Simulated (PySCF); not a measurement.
## Electronic structure of C₅H₁₀B₂Si (SMILES C=CB[SiH2]BC#CC) in real space

Input

```
{"job": {"kind": "uv", "xc": "wB97X-D", "basis": "def2-SVPD", "nstates": 8, "ntriplets": 3}, "charge": 0, "multiplicity": 1}
C     -3.094181    -0.615355     0.814072
C     -2.987836     0.514584     0.112907
B     -1.820205     0.878868    -0.822107
Si    -0.869736    -0.479584    -1.867624
B      0.454133    -1.201942    -0.598029
C      1.733604    -0.481110    -0.367695
C      2.775203     0.115316    -0.197560
C      4.015830     0.825313     0.004679
H     -2.343937    -1.388321     0.750648
H     -3.902522    -0.803461     1.504735
H     -3.775337     1.250626     0.259763
H     -1.454216     1.995830    -0.819307
H     -1.745191    -1.542384    -2.416811
H     -0.236151     0.058349    -3.094711
H      0.234722    -2.162701     0.041916
H      4.614664     0.348388     0.781492
H      3.807502     1.854861     0.297998
H      4.584896     0.839041    -0.925542
```

Run with:

```sh
OMP_NUM_THREADS=1 python probes_run.py task.json out
```

Geometry: GFN2-xTB.

Level of theory: wB97X-D/def2-SVPD, SCF density, gas phase (PySCF).

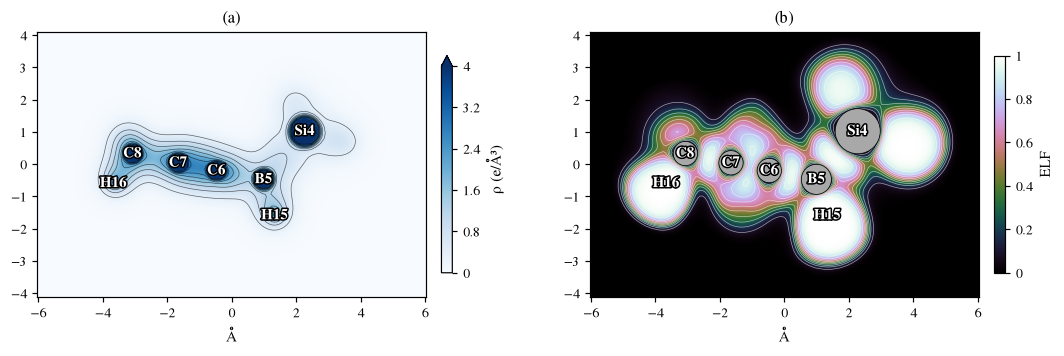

Figure 1. (a) total electron density; (b) electron localisation function on the plane of atoms C6, B5 and H15. Grey discs cover the atomic cores in the ELF map.

### Interpret the plot.

- The section cuts through Si, B, C and H sites.
- C–C (1.21 Å): the density is about 2.7 e/Å³ at the midpoint; the ELF peaks at about 0.85 between the atoms; a multiple bond.
- C–B (1.49 Å): the density is about 1.5 e/Å³ at the midpoint; the ELF peaks at about 0.95 between the atoms: localised, covalent bonding.
- Si–B (1.97 Å): ρ is about 0.82 e/Å³ halfway; the ELF peaks at about 1 between the atoms: a covalent bond.
- C–H (1.09 Å): ρ at the midpoint is about 2 e/Å³; the ELF climbs to about 1 towards the hydrogen, as it does in any bond to H; a covalent bond by its length.
- B–H (1.18 Å): the density is about 1.3 e/Å³ at the midpoint; the ELF climbs to about 1 towards the hydrogen (an ordinary covalent bond to hydrogen).

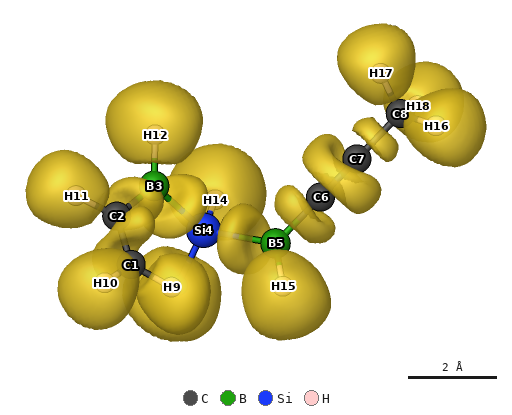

Figure 2. Isosurface of the ELF at 0.75 (yellow), seen at an oblique angle. Only the valence region is drawn (cores and ρ < 0.01 e/Å³ removed).

### Identify the bonds, lone pairs and shells in this picture.

The ELF exceeds this value in two regions between bonded B–C atoms (shared pairs), two regions between bonded B–Si atoms (shared pairs), three regions between bonded C–C atoms (shared pairs) and ten regions around hydrogen nuclei.

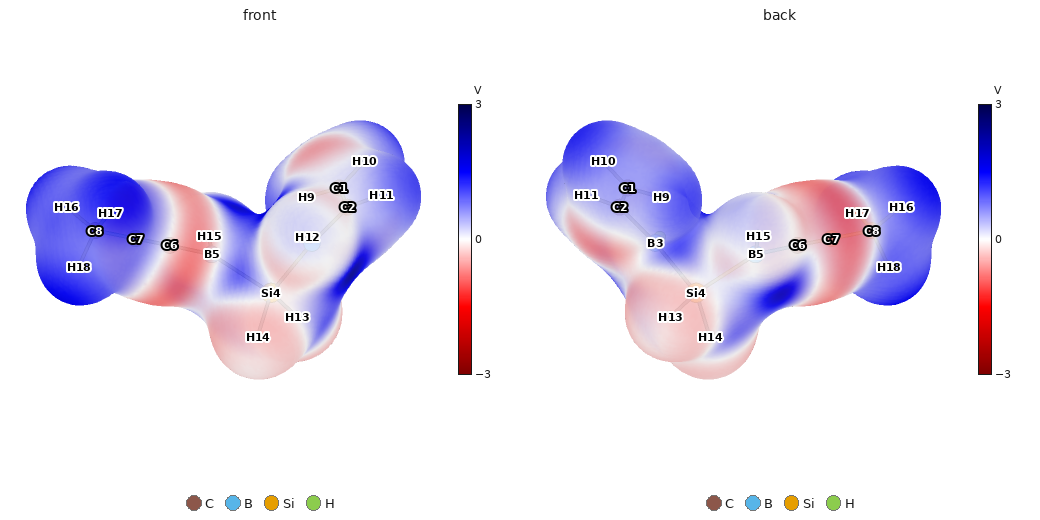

Figure 3. The molecular electrostatic potential painted on the density surface at 0.004 e/bohr³, seen from the front and from behind; red is negative and blue positive.

### Describe the electrostatic potential map.

The most negative region (about −0.8 V) lies over C6 and C7, the most positive (about +1.9 V) over B3 and B5.
